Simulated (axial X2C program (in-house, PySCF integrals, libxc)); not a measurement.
**Run report: ZrP, relativistic diatomic calculation**

System: ZrP, single determinant with Ω = 1/2. The distance is the PBE0 minimum at charge 0.
Method: expectation values, HF and Kohn-Sham, two-component X2C with atomic mean-field Coulomb and Gaunt terms, Zr dyall-cv3z, P dyall-v3z (cores contracted) (axial X2C program (in-house, PySCF integrals, libxc)).

**Key numbers**

| quantity | value |
| --- | --- |
| outcome | converged; the levels of theory disagree widely |
| hardware | 1 thread of Arm Neoverse V1, 24 GiB of memory available, shared host |
| wall time | 6 s |
| peak memory | 0.37 GiB |

**The input**
```
{"zs": [40, 15], "q": 0, "bas": ["dyall-cv3z", "dyall-v3z"], "r0": 2.29, "levels": ["PBE0", "HF", "PBE", "TPSSh", "B3LYP"], "nst": 3}
```

The line is the task of a batch: nuclear charges, charge, bases, the levels to run, a first guess of the distance and further settings. This report covers the levels named above. The log is that of the reference distance, started from orbitals converged before.

The run was one of a batch that the task file lists, launched with:
```bash
python <driver script> task.json out
```

**Output**
```
two-component X2C + atomic mean field  PBE0
basis functions 207  fitting functions 1027  grid points 5082
iter        total energy     max residual
   1      -3938.644372186     1.05e-05
   2      -3938.644372182     2.51e-05
   3      -3938.644372196     5.53e-06
   4      -3938.644372197     3.96e-06
converged
one-electron -5728.75418196  Coulomb 1783.66512767  exact exchange -33.90748478  xc functional -104.04965682  nuclear repulsion 146.04706833  atomic mean-field constant -1.64524464
```

**Expectation values by level of theory**

```
                                             quantity   PBE0     HF     PBE   TPSSh   B3LYP
effective field for an electron dipole moment (GV/cm)  −2.40  −3.89   −2.11   −2.25   −2.29
           field gradient at the first nucleus (a.u.)  −2.53  −2.86   −2.82   −2.60   −2.67
          field gradient at the second nucleus (a.u.)  −1.01  −1.77  −0.938  −0.951  −0.979
                           A∥/gI, first nucleus (MHz)   2740   2230    2700    2620    2760
                          A∥/gI, second nucleus (MHz)   49.8   88.3    55.1    42.2    45.3
```

Each column comes from one determinant, in a basis with contracted cores. The levels disagree widely: A∥/gI at the second nucleus runs from 42.2 to 88.3 MHz. They may not all have settled in the same state, and these values aren't reliable properties of the molecule.

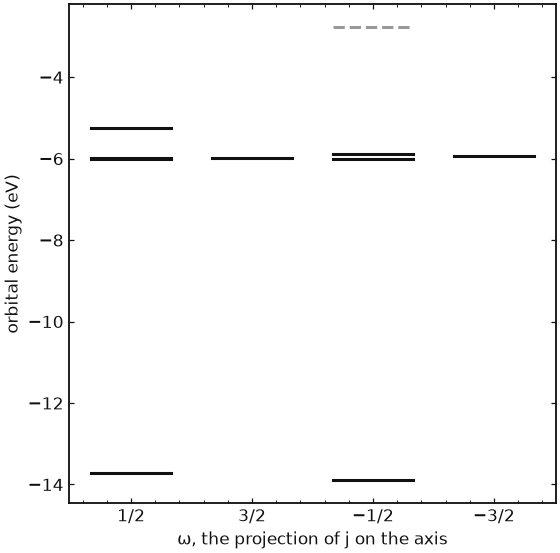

**Figure 1.** Orbital energies (PBE0) near the frontier at 2.17 Å, filled (solid) and empty (dashed). The highest filled spinor (1/2; 62 % Zr s, 26 % Zr d) lies at −5.25 eV, the lowest empty one (−1/2; 63 % Zr s, 25 % Zr d) at −2.77 eV.
